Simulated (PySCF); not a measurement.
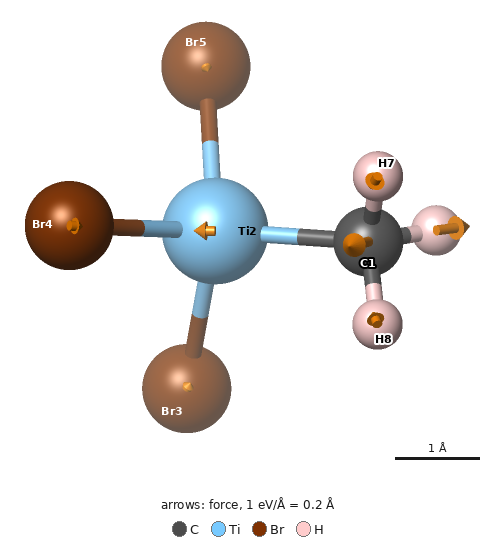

Starting geometry of CH3Br3Ti with the computed forces as orange arrows. The picture is a ball-and-stick view, seen at a tilt.

The start comes from GFN2-xTB. Its atoms were then displaced at random by about 0.03 Å.

Level of theory: PBE0-D3(BJ)/def2-SVP geometry optimisation, gas phase in PySCF. 

### Is this structure relaxed? If not, where do the atoms go?

It isn't relaxed: the largest force vector, on the C atom, is 4.34 eV/Å. The final displacements follow the starting forces only in part (cosine between the two patterns 0.31). Over 8 geometry steps the energy falls by 7.73 kcal/mol. The atom that moves furthest after the best rigid fit is a Br atom (0.18 Å). Largest moves by element: Br 0.18 Å, H 0.17 Å, C 0.10 Å, Ti 0.06 Å. Near-neighbour distances that change, for instance: Br–Ti 2.405 → 2.322 Å, C–H 1.033 → 1.103 Å, C–H 1.161 → 1.102 Å, Br–Ti 2.354 → 2.315 Å. Among the angles between lasting bonds that change: Ti–C–H 119.0° → 107.8°, H–C–H 102.0° → 110.8°, C–Ti–Br 114.1° → 106.1°.
